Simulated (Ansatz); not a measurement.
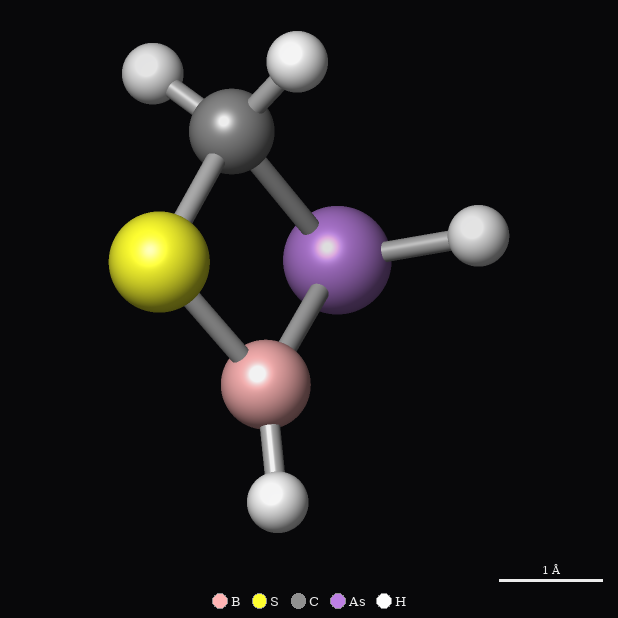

Rendered structure (ball-and-stick style). Every bond is drawn as one stick, whatever its order.

Computed geometry: PBE0-D4/def2-TZVP optimisation.

**Which formula does it have?**

CH₄AsBS, 8 atoms: 1 carbon, 4 hydrogen, 1 arsenic, 1 boron and 1 sulfur.

**Which point group does it belong to?**

C1.

**How many atoms are distinct by symmetry?**

8: 1 B, 1 S, 1 C, 1 As, 1 H, 1 H, 1 H, 1 H.

**Does it have rings?**

Independent rings (smallest set): 1 of 4 members.

**What is its SMILES?**

B1SC[AsH]1

The parts below concern this one geometry. Atoms keep their numbers from picture to picture.

### Geometry

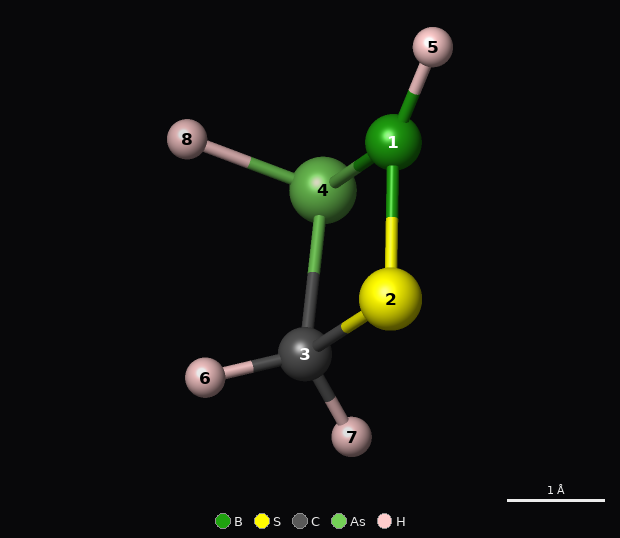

Numbered structure.

Give the bond lengths.

```
  bond  length (Å)   order
 B1–S2       1.769  single
B1–As4       2.038  single
 B1–H5       1.189  single
 S2–C3       1.817  single
C3–As4       2.008  single
 C3–H6       1.088  single
 C3–H7       1.089  single
As4–H8       1.524  single
```

### Dipole moment

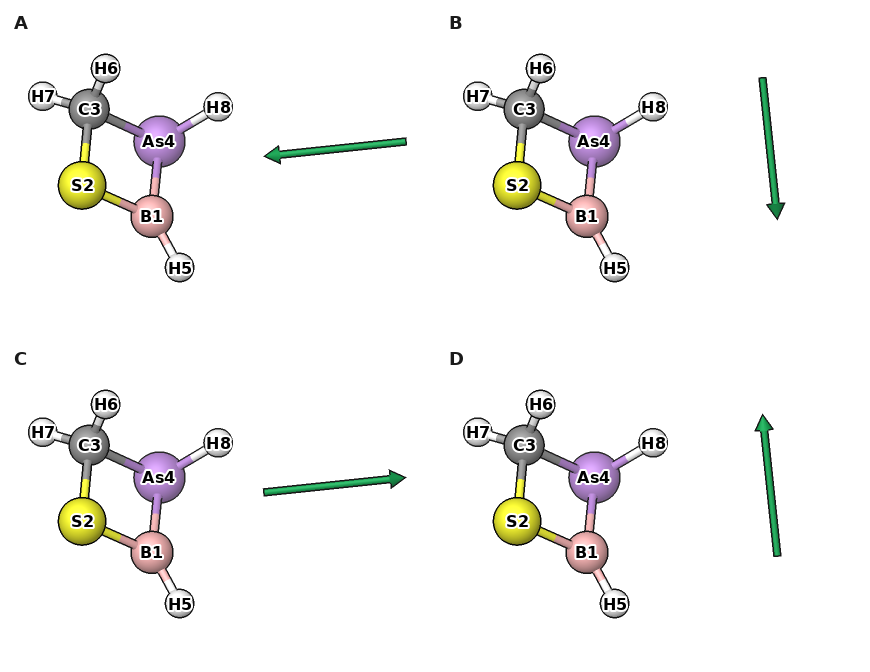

The same molecule four times, each with an arrow. Method: RKS B3LYP-D4/def2-TZVPP (Ansatz 0.2.0).

**Which arrow points along the dipole moment, from the negative to the positive end?**

D. The dipole moment is 1.01 D; it points from the side of H5 to the side of H6 (the outermost atoms at the two ends).

### Vibrations

Harmonic vibrations computed with RKS PBE0-D4/def2-TZVP (Ansatz 0.2.0) at a stationary point of the same level.

**List the wavenumbers.**

18 modes: 154, 331, 537, 575, 614, 660, 743, 758, 815, 848, 979, 1039, 1130, 1435, 2192, 2686, 3102, 3172 cm⁻¹.

### Electronic properties

Level of theory: RKS revPBE-D4/def2-TZVPP (Ansatz 0.2.0).

Computed properties:

- HOMO energy (Kohn–Sham orbital): −5.80 eV
- LUMO energy (Kohn–Sham orbital): −2.16 eV
- HOMO–LUMO gap: 3.64 eV
- dispersion correction: −62.6 kJ/mol
